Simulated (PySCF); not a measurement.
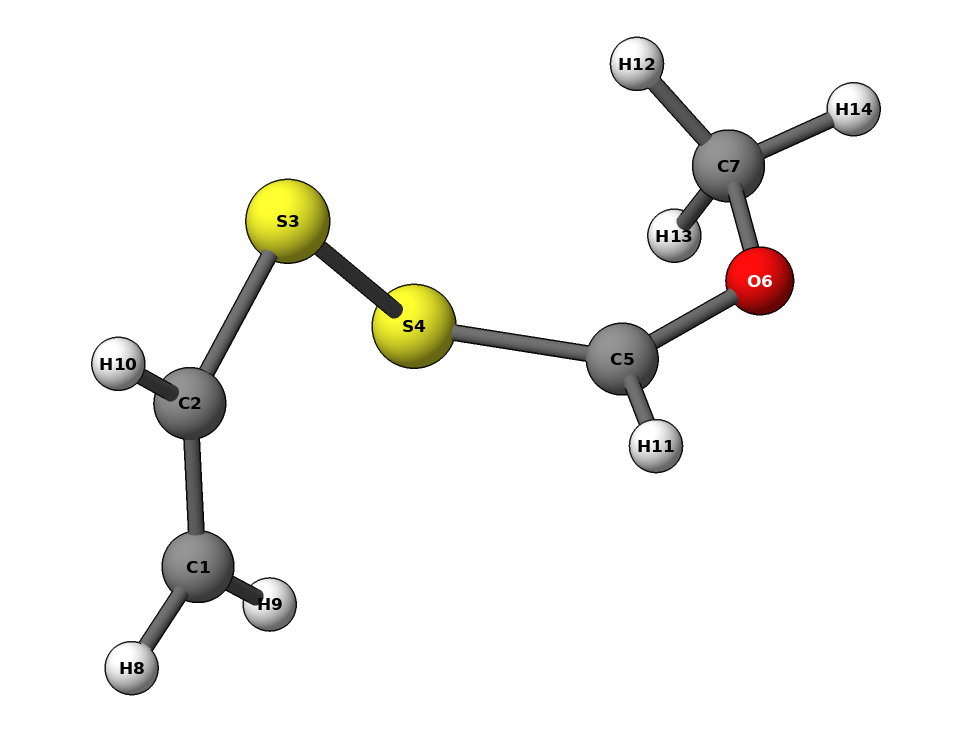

The questions are on Mulliken spin populations. Charge 0, doublet. Computed geometry: GFN2-xTB optimisation. No frequency run is at hand to confirm it as a minimum. Level of theory: UKS B3LYP, pcH-1 on C H O S, non-relativistic (PySCF 2.14.0).

Q: Which atom carries the largest spin population?

A: C5 (0.60 e).

Q: Which atom has the lowest spin population?

A: H11 (−0.03 e); a negative value comes from spin polarisation.

List the Mulliken spin populations.

| atom | value (e) |
| --- | --- |
| C1 | 0.01 |
| C2 | −0.01 |
| S3 | 0.26 |
| S4 | 0.03 |
| C5 | 0.60 |
| O6 | 0.13 |
| C7 | −0.01 |
| H8 | 0.00 |
| H9 | 0.00 |
| H10 | 0.00 |
| H11 | −0.03 |
| H12 | 0.01 |
| H13 | 0.02 |
| H14 | 0.00 |

Mulliken values depend strongly on the basis set.
